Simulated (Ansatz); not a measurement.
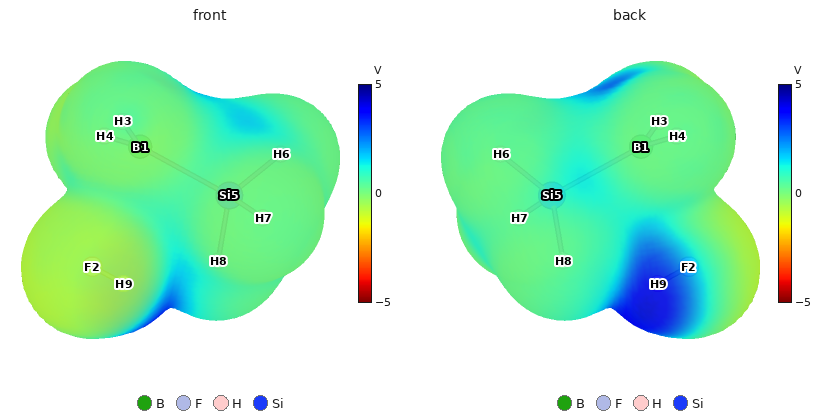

BH₅Si···HF. The molecular electrostatic potential painted on the density surface at 0.004 e/bohr³, seen from the front and from behind; red is negative and blue positive.

Not at a stationary point (largest force 0.7 eV/Å).

Computed with Ansatz 0.2.0, RKS B3LYP/6-31G*.

Input

```
crystal:
  periodic: [false, false, false]
  atoms:
    - { symbol: B, position_ang: [0.0, 0.0, 0.0] }
    - { symbol: F, position_ang: [0.0, 0.0, 1.67] }
    - { symbol: H, position_ang: [1.0305, 0.0, -0.595] }
    - { symbol: H, position_ang: [-1.0305, 0.0, -0.595] }
    - { symbol: Si, position_ang: [0.094, -2.1331, 0.7095] }
    - { symbol: H, position_ang: [-0.6959, -2.9783, -0.1812] }
    - { symbol: H, position_ang: [1.4817, -2.5871, 0.7061] }
    - { symbol: H, position_ang: [-0.4425, -2.2202, 2.0645] }
    - { symbol: H, position_ang: [0.047, -1.0657, 1.6785] }
basis:
  gaussian: { orbitals: "6-31G*" }
hamiltonian:
  xc: b3lyp
relax:
  f_tol: 0.15
  max_steps: 25
  restrain:
    - { distance: [0, 4], at: 1.95, k: 30.0 }
    - { distance: [8, 1], at: 0.92, k: 30.0 }
    - { distance: [0, 1], at: 2.52, k: 30.0 }
    - { distance: [8, 4], at: 2.66, k: 30.0 }
output:
  orbitals: {}
```

Launched as:

```sh
ansatz run input.yaml --threads 1 --pin off --max-ram 2048MiB --backend cpu --events-out ev --progress --plain --runs-dir out
```

The fields are those of the run's last geometry, not of the input's.

Question: Which sites attract a positive test charge, and which a negative one?

Answer: A positive charge is drawn to the negative regions and a negative charge to the positive ones. The most negative region (about −0.8 V) lies over F2, the most positive (about +4.0 V) over H9.
